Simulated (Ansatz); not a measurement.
**Hypothetical diamond Na, pressure series**

The parent structure is Na in the diamond structure (space group Fd-3m, No. 227; a = 7.584 Å; a hypothetical phase, not in the database extracts checked).

Cell and atoms are relaxed at each pressure.

Levels (all Ansatz, a first-principles code, PAW): PBE (420 eV, spin-orbit coupling left out); PBEsol (420 eV, scalar-relativistic without spin-orbit coupling).

The base cell above is that of PBE; each level relaxes its own structures.

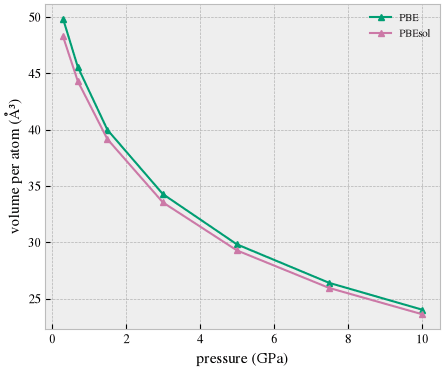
Volume per atom under two levels

Question: How do the two levels compare along the series?

Answer: PBE lies above PBEsol in every row, by 0.41 Å³ to 1.58 Å³. They put the cases in the same order.

Load acts through the strain it causes; cell and atoms are relaxed under it. Whether these cells are dynamically stable was not tested. Competing high-pressure phases were not computed.
